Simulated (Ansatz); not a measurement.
System: a (100) slab cut from W (Im-3m), 5 atoms in the cell. Starting structure of the relaxation:

```
W
1.0
     3.15436    0.00000    0.00000
     0.00000    3.15436    0.00000
     0.00000    0.00000   23.30872
W
5
Direct
  0.50000 0.50000 0.36467
  0.00000 0.00000 0.43234
  0.50000 0.50000 0.50000
  0.00000 0.00000 0.56766
  0.50000 0.50000 0.63533
```

Ansatz; DFT PBEsol, scalar-relativistic, plane waves, PAW, no spin polarisation, 9×9×1 k mesh, 420 eV cutoff.

What does the potential across the slab give for the work function?

The work function is 4.21 eV at the right face and 4.38 eV at the left. The vacuum levels differ by 0.17 eV, so the slab carries a dipole along its normal. Some atoms were held fixed in the relaxation, which can itself make the faces differ. The outermost atoms are 6.1 Å apart, which leaves 17.2 Å of vacuum in a cell 23.3 Å high.

Spin-orbit coupling is left out, which matters for W.

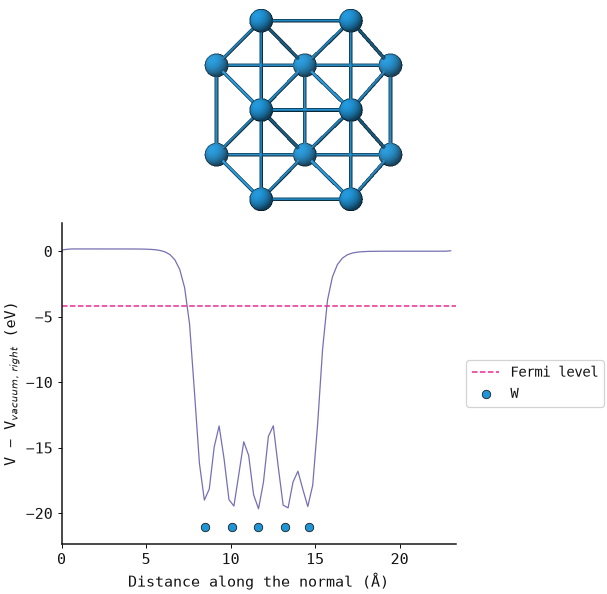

Plane-averaged electrostatic potential energy of an electron across the slab; circles at the bottom mark the heights of the atoms (positions after relaxation). The structure is drawn too.
